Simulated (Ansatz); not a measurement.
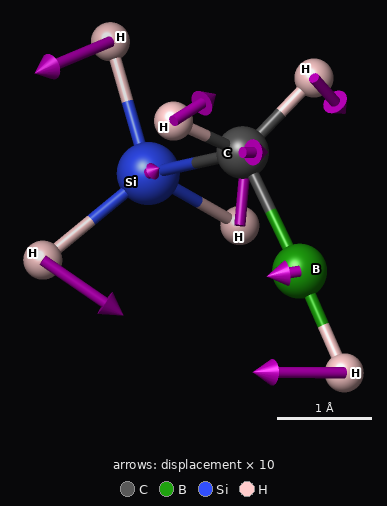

This is a relaxation of CH₆BSi (charge +1). The starting structure is drawn; purple arrows show the displacements, 10 times their true length. The two geometries are superimposed by the best rigid fit.

A ball-and-stick model, seen from a free direction.

It is one of the separated reactants of a reaction.

Level of theory: Ansatz, RKS PBE0-D4/def2-TZVP. Settings: force threshold 0.005 eV/Å; at most 200 steps.

Which element moves most?

Answer. Hydrogen: up to 0.11 Å, against 0.04 Å for carbon.

What did the optimiser do to the structure, and how much energy did it gain?

Answer. After 11 geometry steps the energy has fallen by 3.21 kJ/mol. The largest force component goes from 0.5 to 0.0026 eV/Å. The forces were under the threshold at step 4, but the run went on from there. The largest moves after the best rigid fit, 0.11 Å, are those of H atoms. By element the largest moves are H 0.11 Å, C 0.04 Å, B 0.04 Å, Si 0.02 Å. Near-neighbour distances that change, for instance: C–Si 2.029 → 2.002 Å, B–H 1.198 → 1.176 Å, H–Si 1.494 → 1.475 Å, C–H 1.118 → 1.099 Å. The run took 25 s on 2 threads of Arm Neoverse V2 (shared host).
